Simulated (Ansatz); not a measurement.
# Sc (P6_3/mmc, 2 atoms in the cell): modes against uniaxial strain along c

Aim: how do the optical modes of Sc (P6_3/mmc, 2 atoms in the cell) shift and split under this strain?

Calculated with Ansatz 0.2.0; DFT LDA, scalar-relativistic, plane waves, PAW; PAW set soft_1.

### Step 1. Starting point

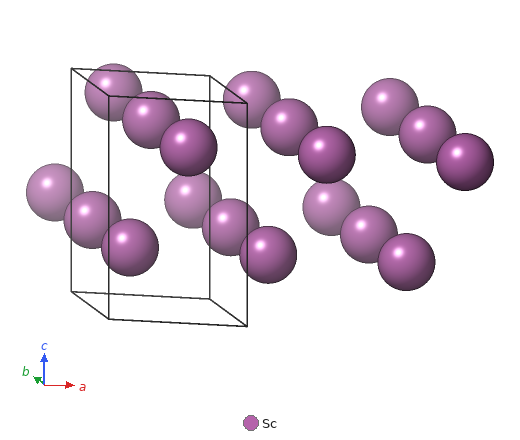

Start, viewed slightly off an axis; scandium purple. 3×3×1 cells are drawn.

### Step 2. Bringing the structure to rest

Harmonic phonons are second derivatives at a point where the forces vanish, and they are wanted at zero stress, so atoms and cell are relaxed first.

File input.yaml:

```yaml
crystal:
  lattice:
    - [3.309, 0.0, 0.0]
    - [-1.6545, 2.8656780611, 0.0]
    - [0.0, 0.0, 5.2733]
  atoms:
    - { symbol: Sc, position: [0.33333333, 0.66666667, 0.25] }
    - { symbol: Sc, position: [0.66666667, 0.33333333, 0.75] }
kpoints:
  mp_grid: { grid: [15, 15, 8] }
hamiltonian:
  xc: lda
  pseudopotentials: { kind: paw, azcp: { folder: soft_1 }, xc_functional: pbe }
scf:
  occupations: { method: gaussian, width: 0.1 }
output:
  forces: true
  stress: true
  eigenvalues: true
relax:
  adjacent_minimum: "off"
  f_tol: 0.005
  max_steps: 80
  cell: { stress_tol: 0.05 }
```

Launch:

```
ansatz run input.yaml --threads 4 --pin off --max-ram 10240MiB --backend cpu --events-out ev --progress --plain --runs-dir out
```

Numbers of over 12 decimals in the logs are rounded to 6 here.

The program printed:

```text
Engine: ansatz 0.2.0, x86_64-unknown-linux-gnu
Pseudopotentials: kind: paw
Pseudopotential: Sc, paw, valence charge 11, recommended cutoff 420 eV (normal), soft_1/Sc.paw.azcp
Functional definition: SPW92
  exchange = slater_x
  correlation = pw_c
Crystal: 2 atoms, lattice volume = 50.004 Å³
Basis set: ecut = 420 eV, 989 PW (Γ)
Bands: 15, of which v1, the nominal top of the filled ones, is band 11 counted from 1 (10 counted from 0)
Symmetry: 24 space group operations
Space group: P63/mmc (ITA 194), of the structure as read, at distance tolerance 3.7e-5 Å
k-points: 135 of 1800
Non-local potential: Sc, projectors of the file, l = 0: 3, l = 1: 2, l = 2: 3, l = 3: 1
PAW form: soft (Blöchl's): semilocal exchange-correlation on the pseudo side does not see the compensation charge
PAW frozen core: Sc, regenerated for the run's functional, and the local potential with it (the file was generated under x = pbe(κ = 0.804, μ = 0.219515), c = pbe(β = 0.066725))
PAW one-centre angular grid: Sc, 590 points (default); XC on 64 Gauss nodes
Initial density: superposition of atomic densities (chi_scale 0.1, normalization cell)
Initial wavefunctions: pseudopotential atomic-orbital guess
Functional: x = slater, c = lda
SCF iter   1: F=—  HF=-4178.073295 eV  |F-HF|=—  |Δ(HF+E_count)|=         —  Δρ=2.39e-2  dr2=3.69e-1  ethr=3.10e-3  ⟨swp⟩=3.1  Hψ=7799  notcnv=0
preconditioner: auto → none  [metal: Δε(μ)=0.014 eV  Ē_g=2.587 eV  σ=0.100 eV  W_gap=0.08  n_scr=8 (ndim 8)  ℏωp=12.9 eV  f_vac=0.000  D(μ)=4.39/eV (n_scr^D=54)  sad-step TF]
SCF iter   2: F=—  HF=-4177.983637 eV  |F-HF|=—  |Δ(HF+E_count)|=   8.97e-2  Δρ=1.33e-2  dr2=1.27e-1  ethr=1.68e-3  ⟨swp⟩=2.0  Hψ=3576  notcnv=0  defer=10
SCF iter   3: F=—  HF=-4177.940897 eV  |F-HF|=—  |Δ(HF+E_count)|=   4.27e-2  Δρ=8.75e-4  dr2=2.49e-4  ethr=5.75e-4  ⟨swp⟩=3.0  Hψ=3758  notcnv=0  defer=10
SCF iter   4: F=—  HF=-4177.941144 eV  |F-HF|=—  |Δ(HF+E_count)|=   2.48e-4  Δρ=6.45e-5  dr2=1.15e-6  ethr=1.13e-6  ⟨swp⟩=2.5  Hψ=3450  notcnv=0  defer=10
SCF iter   5: F=—  HF=-4177.941146 eV  |F-HF|=—  |Δ(HF+E_count)|=   2.04e-6  Δρ=1.33e-5  dr2=7.40e-8  ethr=5.22e-9  ⟨swp⟩=1.9  Hψ=2527  notcnv=0  defer=10
SCF iter   6: F=-4177.941146 eV  HF=-4177.941146 eV  |F-HF|=2.27e-10  |Δ(HF+E_count)|=   2.68e-8  Δρ=1.09e-6  dr2=5.45e-10  ethr=3.36e-10  ⟨swp⟩=2.3  Hψ=7531  notcnv=0
SCF 1 converged in 6 iterations: F = -4177.941146 eV  dr2 = 5.45e-10
  greatest PAW one-centre occupation: 0.998 electrons in one spin orbital (limit 2), on the Sc atom at site 1 (counted from 0), in its partial waves of l = 0
relax step   1: F+E_penalty+E_count = -4177.94114635 eV  Δ(F+E_penalty+E_count) = +0.000e0 eV  max|allowed force component| = 7.864e-17 eV/Å  Δτ_max = 0.0000 Å  P = -5.350 GPa  Ω = 50.004 Å³  (6 SCF iters, dr2 threshold 1.00e-7 eV, accepted)
Crystal: 2 atoms, lattice volume = 44.662 Å³
Basis set: ecut = 420 eV, 881 PW (Γ)
Initial density: handed on by an earlier stage of this run
Initial wavefunctions: those handed on with the density
iter 1 solved again at ethr=4.42e-6 eV; its pass at ethr=3.10e-3 eV (dr2=9.72e-4 eV) is discarded
SCF iter   1: F=—  HF=-4178.036123 eV  |F-HF|=—  |Δ(HF+E_count)|=         —  Δρ=1.63e-3  dr2=9.91e-4  ethr=4.42e-6  ⟨swp⟩=2.3  Hψ=14575  notcnv=0
preconditioner: auto → none  [metal: Δε(μ)=0.023 eV  Ē_g=2.606 eV  σ=0.100 eV  W_gap=0.13  n_scr=8 (ndim 8)  ℏωp=13.6 eV  f_vac=0.000  D(μ)=3.50/eV (n_scr^D=36)]
SCF iter   2: F=—  HF=-4178.035775 eV  |F-HF|=—  |Δ(HF+E_count)|=   3.48e-4  Δρ=5.79e-4  dr2=7.26e-5  ethr=4.42e-6  ⟨swp⟩=2.9  Hψ=3548  notcnv=0
SCF iter   3: F=—  HF=-4178.035758 eV  |F-HF|=—  |Δ(HF+E_count)|=   1.70e-5  Δρ=1.48e-4  dr2=4.03e-6  ethr=3.30e-7  ⟨swp⟩=1.9  Hψ=2363  notcnv=0
iter 4 did not close the SCF: its close was put off for the readings that it lacked (scf_convergence_deferred on its scf_iter line)
SCF iter   4: F=-4178.035760 eV  HF=-4178.035760 eV  |F-HF|=1.57e-8  |Δ(HF+E_count)|=   2.52e-6  Δρ=1.51e-5  dr2=8.52e-8  ethr=1.83e-8  ⟨swp⟩=2.0  Hψ=2387  notcnv=0
iter 5 did not close the SCF: its close was put off for the readings that it lacked (scf_convergence_deferred on its scf_iter line)
SCF iter   5: F=-4178.035760 eV  HF=-4178.035760 eV  |F-HF|=3.77e-10  |Δ(HF+E_count)|=   3.05e-8  Δρ=1.63e-6  dr2=9.25e-10  ethr=3.87e-10  ⟨swp⟩=2.0  Hψ=2421  notcnv=0
SCF iter   6: F=-4178.035760 eV  HF=-4178.035760 eV  |F-HF|=8.19e-12  |Δ(HF+E_count)|=  1.92e-10  Δρ=1.68e-7  dr2=6.92e-12  ethr=4.21e-12  ⟨swp⟩=1.0  Hψ=6136  notcnv=0
SCF 2 converged in 6 iterations: F = -4178.035760 eV  dr2 = 6.92e-12
relax step   2: F+E_penalty+E_count = -4178.03576012 eV  Δ(F+E_penalty+E_count) = -9.461e-2 eV  max|allowed force component| = 1.943e-16 eV/Å  Δτ_max = 0.0000 Å  P = +0.544 GPa  Ω = 44.662 Å³  energy of the carried Pulay correction = +3.095e-4 eV  (6 SCF iters, dr2 threshold 2.00e-7 eV, accepted)
Crystal: 2 atoms, lattice volume = 45.041 Å³
iter 1 solved again at ethr=1.53e-7 eV; its pass at ethr=3.10e-3 eV (dr2=3.36e-5 eV) is discarded
SCF iter   1: F=—  HF=-4178.037740 eV  |F-HF|=—  |Δ(HF+E_count)|=         —  Δρ=2.99e-4  dr2=3.26e-5  ethr=1.53e-7  ⟨swp⟩=2.0  Hψ=14499  notcnv=0
preconditioner: auto → none  [metal: Δε(μ)=0.009 eV  Ē_g=2.585 eV  σ=0.100 eV  W_gap=0.05  n_scr=8 (ndim 8)  ℏωp=13.6 eV  f_vac=0.000  D(μ)=3.47/eV (n_scr^D=34)]
SCF iter   2: F=—  HF=-4178.037733 eV  |F-HF|=—  |Δ(HF+E_count)|=   6.75e-6  Δρ=1.23e-4  dr2=4.04e-6  ethr=1.48e-7  ⟨swp⟩=1.9  Hψ=2271  notcnv=0
iter 3 did not close the SCF: its close was put off for the readings that it lacked (scf_convergence_deferred on its scf_iter line)
SCF iter   3: F=-4178.037733 eV  HF=-4178.037733 eV  |F-HF|=2.65e-8  |Δ(HF+E_count)|=  8.73e-11  Δρ=2.42e-5  dr2=1.33e-7  ethr=1.84e-8  ⟨swp⟩=1.8  Hψ=2235  notcnv=0
iter 4 did not close the SCF: its close was put off for the readings that it lacked (scf_convergence_deferred on its scf_iter line)
SCF iter   4: F=-4178.037733 eV  HF=-4178.037733 eV  |F-HF|=1.88e-9  |Δ(HF+E_count)|=   3.48e-8  Δρ=3.69e-6  dr2=5.00e-9  ethr=6.04e-10  ⟨swp⟩=2.0  Hψ=2528  notcnv=0
iter 5 did not close the SCF: its close was put off for the readings that it lacked (scf_convergence_deferred on its scf_iter line)
SCF iter   5: F=-4178.037733 eV  HF=-4178.037733 eV  |F-HF|=1.00e-11  |Δ(HF+E_count)|=  4.42e-10  Δρ=2.10e-7  dr2=1.29e-11  ethr=2.27e-11  ⟨swp⟩=2.8  Hψ=3607  notcnv=0
SCF iter   6: F=-4178.037733 eV  HF=-4178.037733 eV  |F-HF|=9.09e-13  |Δ(HF+E_count)|=  7.28e-12  Δρ=3.49e-8  dr2=2.38e-13  ethr=1.00e-12  ⟨swp⟩=1.0  Hψ=4616  notcnv=0
SCF 3 converged in 6 iterations: F = -4178.037733 eV  dr2 = 2.38e-13
relax step   3: F+E_penalty+E_count = -4178.03773315 eV  Δ(F+E_penalty+E_count) = -1.973e-3 eV  max|allowed force component| = 2.498e-16 eV/Å  Δτ_max = 0.0000 Å  P = -0.007 GPa  Ω = 45.041 Å³  energy of the carried Pulay correction = +2.864e-4 eV  (6 SCF iters, dr2 threshold 2.00e-7 eV, accepted)
[...]
relax step   4: F+E_penalty+E_count = -4178.03779990 eV  Δ(F+E_penalty+E_count) = -6.674e-5 eV  max|allowed force component| = 1.480e-16 eV/Å  Δτ_max = 0.0000 Å  P = +0.008 GPa  Ω = 45.025 Å³  energy of the carried Pulay correction = +2.874e-4 eV  (7 SCF iters, dr2 threshold 7.01e-8 eV, accepted)
Initial wavefunctions: pseudopotential atomic-orbital guess (no wavefunctions were taken with the density)
iter 1 solved again at ethr=6.97e-10 eV; its pass at ethr=3.10e-3 eV (dr2=1.53e-7 eV) is discarded
SCF iter   1: F=—  HF=-4178.037580 eV  |F-HF|=—  |Δ(HF+E_count)|=         —  Δρ=6.15e-5  dr2=2.17e-7  ethr=6.97e-10  ⟨swp⟩=3.0  Hψ=14189  notcnv=0
preconditioner: auto → none  [metal: Δε(μ)=0.011 eV  Ē_g=2.587 eV  σ=0.100 eV  W_gap=0.06  n_scr=8 (ndim 8)  ℏωp=13.6 eV  f_vac=0.000  D(μ)=3.45/eV (n_scr^D=34)]
SCF iter   2: F=—  HF=-4178.037580 eV  |F-HF|=—  |Δ(HF+E_count)|=   5.19e-8  Δρ=3.03e-5  dr2=5.31e-8  ethr=6.97e-10  ⟨swp⟩=2.0  Hψ=3423  notcnv=0
SCF iter   3: F=—  HF=-4178.037580 eV  |F-HF|=—  |Δ(HF+E_count)|=   2.64e-8  Δρ=2.14e-6  dr2=1.26e-9  ethr=2.41e-10  ⟨swp⟩=1.4  Hψ=2216  notcnv=0
iter 4 did not close the SCF: its close was put off for the readings that it lacked (scf_convergence_deferred on its scf_iter line)
SCF iter   4: F=-4178.037580 eV  HF=-4178.037580 eV  |F-HF|=9.09e-13  |Δ(HF+E_count)|=  3.80e-10  Δρ=3.61e-7  dr2=1.67e-11  ethr=5.73e-12  ⟨swp⟩=2.2  Hψ=3313  notcnv=0
iter 5 did not close the SCF: its close was put off for the readings that it lacked (scf_convergence_deferred on its scf_iter line)
SCF iter   5: F=-4178.037580 eV  HF=-4178.037580 eV  |F-HF|=0.00e0  |Δ(HF+E_count)|=  9.09e-13  Δρ=1.86e-8  dr2=6.19e-14  ethr=1.00e-12  ⟨swp⟩=1.0  Hψ=2025  notcnv=0
iter 6 did not close the SCF: its close was put off for the readings that it lacked (scf_convergence_deferred on its scf_iter line)
SCF iter   6: F=-4178.037580 eV  HF=-4178.037580 eV  |F-HF|=9.09e-13  |Δ(HF+E_count)|=  9.09e-13  Δρ=2.18e-9  dr2=7.00e-16  ethr=1.00e-12  ⟨swp⟩=1.0  Hψ=2025  notcnv=0
iter 7 did not close the SCF: its close was put off for the readings that it lacked (scf_convergence_deferred on its scf_iter line)
SCF iter   7: F=-4178.037580 eV  HF=-4178.037580 eV  |F-HF|=0.00e0  |Δ(HF+E_count)|=  9.09e-13  Δρ=3.62e-10  dr2=2.83e-17  ethr=1.00e-12  ⟨swp⟩=1.0  Hψ=2025  notcnv=0
SCF iter   8: F=-4178.037580 eV  HF=-4178.037580 eV  |F-HF|=0.00e0  |Δ(HF+E_count)|=  9.09e-13  Δρ=1.80e-11  dr2=1.05e-19  ethr=1.00e-12  ⟨swp⟩=1.0  Hψ=4590  notcnv=0
SCF 5 converged in 8 iterations: F = -4178.037580 eV  dr2 = 1.05e-19
relax step   5: F+E_penalty+E_count = -4178.03758029 eV  Δ(F+E_penalty+E_count) = +2.196e-4 eV  max|allowed force component| = 1.573e-16 eV/Å  Δτ_max = 0.0000 Å  P = +0.005 GPa  Ω = 45.025 Å³  stress off target by 8.80e-3 GPa  SCF on the basis re-selected at this cell (its energy is not comparable with the rows above)  (8 SCF iters)
basis re-selected at this cell: Δ(F+E_penalty+E_count) = +2.196e-4 eV, ΔP = -0.003 GPa vs the last step (what re-selecting the basis moved, of the pressure what is left beyond the Pulay correction that the steps carried, after the strain that the cell walked since its last selection, with what the two solves' SCF thresholds leave and, on support functions, any second-order correction that the steps lacked; it is no m [...]
SCF converged after 8 iterations
Free energy (F): -4178.037580 eV
Harris-Foulkes:  -4178.037580 eV  (|F-HF|=0.00e0)
Internal energy: -4178.020321 eV  (E = F + TS)
E sigma→0 (E₀):  -4178.028951 eV
Entropy (-TS):   -0.017259 eV (-8.630 meV/atom)
Fermi energy:    9.895877 eV
--- Per-component energies (eV) ---
  E_band       = -315.106973
  E_kinetic    = 415.786248
  E_local      = -1627.168068  (includes V_loc(G=0)·N_el)
  E_nonlocal   = 293.527015
  E_hartree    = 580.290794
  E_xc         = -169.607710
  E_vxc        = -209.772665  (∫ρ·V_xc dr)
  E_paw        = -1890.061943  (= ΣΔE_a)
  E_vpaw       = -348.061149  (= ΣTr[D̂ρ^β])
  E_aug_tail   = 0.000059  (compensation charges beyond the density's cutoff)
  E_ewald      = -1781.396560
  E_core_change = 0.609846  (= ΣΔE_core)
  E_smearing   = -0.017259  (= −TS)
  E_closure    = 0.000000  (closes the sum)
  Σ components = -4178.037580   (vs F -4178.037580, Δ=0.00e0)
--- Forces (eV/Å), atoms counted from 1 ---
  atom   1  Sc     0.00000000    -0.00000000     0.00000000
  atom   2  Sc    -0.00000000     0.00000000     0.00000000
  max |Σ_I F_I| component: 1.85e-17 eV/Å
--- Stress (GPa, compression-positive) ---
        0.002850      -0.000000       0.000000
       -0.000000       0.002850       0.000000
        0.000000       0.000000       0.008799
  P = ⅓ Tr σ = 0.0048 GPa (0.048 kbar)
--- Band table (eV; the first three rows and the last of 135) ---
  k-point 0: bands = [... 7 lower, -17.3779, 4.6727, 8.1430, 10.9004, 11.5331, 11.5331, 11.8946, 12.0555]
  k-point 1: bands = [... 7 lower, -17.4025, 4.7896, 8.0354, 10.7907, 11.4642, 11.4642, 11.8143, 11.9762]
  k-point 2: bands = [... 7 lower, -17.4359, 5.1307, 7.6715, 10.6480, 11.3702, 11.3702, 11.5905, 11.7885]
  k-point 134: bands = [... 7 lower, -17.4776, 9.4537, 9.4537, 9.7056, 9.7056, 10.2678, 10.2678, 12.4525]
--- Relaxed structure (4 steps of the walk, 4 accepted, 1 SCFs on fresh bases) ---
  F+E_penalty+E_count = -4178.03758029 eV   max|allowed force component| = 1.573e-16 eV/Å   (the final SCF, on the basis selected at the relaxed cell)
  cell:  # Å, volume = 45.0246 Å³
    - [3.229594, 0.0, 0.0]
    - [-1.614797, 2.796911, 0.0]
    - [0.0, 0.0, 4.984519]
  atoms:
    - { symbol: Sc, position: [0.333333, 0.666667, 0.25] }
    - { symbol: Sc, position: [0.666667, 0.333333, 0.75] }
```

It took 32 s on 4 threads of Intel Xeon at 2.50GHz (Skylake/Cascade Lake), shared host; peak memory 0.43 GiB.

Step by step:

```
step  energy less that of the first step (eV)  largest force component (eV/Å)  pressure (GPa)  volume (Å³)
   1                                   0.0000                          0.0000           -5.35        50.00
   2                                  -0.0946                          0.0000            0.54        44.66
   3                                  -0.0966                          0.0000           -0.01        45.04
   4                                  -0.0967                          0.0000            0.01        45.02
  5*                                  -0.0964                          0.0000            0.00        45.02
```

Relaxation steps marked * repeat the geometry before them on a plane-wave basis chosen anew for their cell, so energy and pressure can jump there.

The run keeps the 24 symmetry operations that it works with, so distortions that break them were not tested.

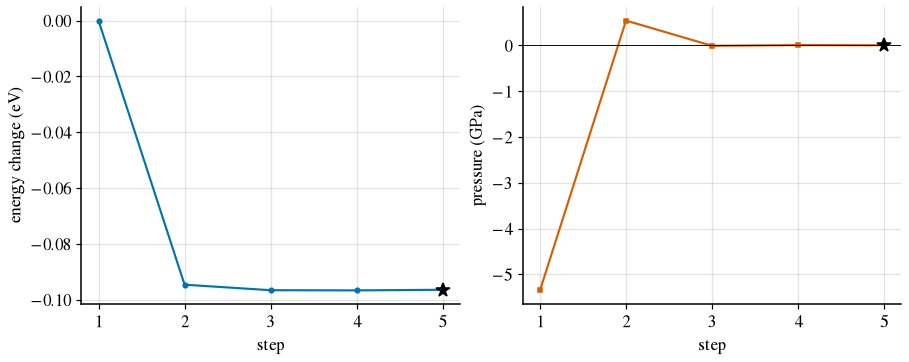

Energy and pressure along the relaxation. Stars mark steps on a basis chosen anew.

```
conventional cell, symmetrised  before  after   change
                         a (Å)   3.309  3.230   -2.4 %
                         b (Å)   3.309  3.230   -2.4 %
                         c (Å)   5.273  4.985   -5.5 %
              volume (Å³/atom)   25.00  22.51  -10.0 %
```

The relaxed structure:

```xyz
2
Lattice="3.2296 0.0000 0.0000 -1.6148 2.7969 0.0000 0.0000 0.0000 4.9845" Properties=species:S:1:pos:R:3 pbc="T T T"
Sc    0.0000    1.8646    1.2461
Sc    1.6148    0.9323    3.7384
```

This step gave:

- pressure: 0.004833 GPa
- volume per atom: 22.51 Å³
- gap on the k-mesh: 0 eV

In this step the volume went from 25.00 to 22.51 Å³/atom.

### Step 3. Bringing the structure to rest

The relaxation is repeated from its end on the same settings, as a check that it has come to rest.

input.yaml, the sections that differ from step 2:

```yaml
crystal:
  lattice:
    - [3.2295941641, 0.0, 0.0]
    - [-1.6147970821, 2.7969105901, 0.0]
    - [0.0, 0.0, 4.9845188724]
  atoms:
    - { symbol: Sc, position: [0.3333333333, 0.6666666667, 0.25] }
    - { symbol: Sc, position: [0.6666666667, 0.3333333333, 0.75] }
output:
  forces: true
  stress: true
  eigenvalues: true
  write_density: true
  write_potential: true
  elf: true
  volumetric_format: npy
# kpoints, hamiltonian, scf, relax: as in step 2
```

The program printed:

```text
[...]
Crystal: 2 atoms, lattice volume = 45.025 Å³
Basis set: ecut = 420 eV, 905 PW (Γ)
Bands: 15, of which v1, the nominal top of the filled ones, is band 11 counted from 1 (10 counted from 0)
Symmetry: 24 space group operations
[...]
k-points: 135 of 1800
[...]
k-point 134: bands = [... 7 lower, -17.4776, 9.4537, 9.4537, 9.7056, 9.7056, 10.2678, 10.2678, 12.4525]
--- Relaxed structure (1 steps of the walk, 1 accepted, 1 SCFs on fresh bases) ---
[...]
cell:  # Å, volume = 45.0246 Å³
    - [3.229594, 2.8867515297344792e-11, 0.0]
    - [-1.614797, 2.796911, 0.0]
    - [0.0, 0.0, 4.9845188724]
  atoms:
    - { symbol: Sc, position: [0.333333, 0.666667, 0.250000] }
    - { symbol: Sc, position: [0.666667, 0.333333, 0.75] }
[key lines of the parts left out:]
SCF converged after 7 iterations
Free energy (F): -4178.037580 eV
Fermi energy:    9.895877 eV
P = ⅓ Tr σ = 0.0048 GPa (0.048 kbar)
```

It took 13 s on 4 threads; peak memory 0.42 GiB; 24 s of CPU time.

Little changed from the start: no atom moved by 0.005 Å and no cell edge by 0.1 %.

In this step the volume went from 22.51 to 22.51 Å³/atom.

### Step 4. Tight relaxation

Phonons need small forces and stress, so the relaxation is finished with tight tolerances on 15×15×8 k points.

input.yaml, the sections that differ from step 3:

```yaml
crystal:
  lattice:
    - [3.2295941641, 0.0, 0.0]
    - [-1.6147970821, 2.79691059, 0.0]
    - [0.0, 0.0, 4.9845188724]
  atoms:
    - { symbol: Sc, position: [0.3333333333, 0.6666666667, 0.25] }
    - { symbol: Sc, position: [0.6666666667, 0.3333333333, 0.75] }
scf:
  occupations: { method: methfessel_paxton, width: 0.2 }
output:
  forces: true
  stress: true
  eigenvalues: true
relax:
  adjacent_minimum: "off"
  f_tol: 0.001
  max_steps: 60
  cell: { stress_tol: 0.01 }
# kpoints, hamiltonian: as in step 3
```

The program printed:

```text
[...]
Crystal: 2 atoms, lattice volume = 45.025 Å³
Basis set: ecut = 420 eV, 905 PW (Γ)
Bands: 15, of which v1, the nominal top of the filled ones, is band 11 counted from 1 (10 counted from 0)
Symmetry: 24 space group operations
[...]
k-points: 135 of 1800
[...]
k-point 134: bands = [... 7 lower, -17.4796, 9.4519, 9.4519, 9.7044, 9.7044, 10.2658, 10.2658, 12.4512]
--- Relaxed structure (2 steps of the walk, 2 accepted, 1 SCFs on fresh bases) ---
[...]
cell:  # Å, volume = 45.0279 Å³
    - [3.230449, 2.8875155126782395e-11, 0.0]
    - [-1.615224, 2.797651, 0.0]
    - [0.0, 0.0, 4.982245]
  atoms:
    - { symbol: Sc, position: [0.333333, 0.666667, 0.25] }
    - { symbol: Sc, position: [0.666667, 0.333333, 0.750000] }
[key lines of the parts left out:]
SCF converged after 4 iterations
Free energy (F): -4178.028237 eV
Fermi energy:    9.895562 eV
P = ⅓ Tr σ = -0.0040 GPa (-0.040 kbar)
```

Elapsed: 15 s, on 4 threads; peak memory 0.43 GiB.

Little changed from the start: no atom moved by 0.005 Å and no cell edge by 0.1 %.

This step gave:

| Property | Result |
| --- | --- |
| pressure | -0.004040 GPa |

The forces vanish by symmetry and the pressure is -0.004 GPa, within the tolerances set. The cell now holds 22.51 Å³/atom.

[end of part 1 of 3]

[Logs are printed without paths, hosts, clocks, repeated set-up lines and the standing remarks that a program may print on its own settings, such as how far it seeks lower states.]

[Hosts, paths, dates, database ids (printed as entryN), source tags and the programs' standing remarks are cut or masked in the printed files.]
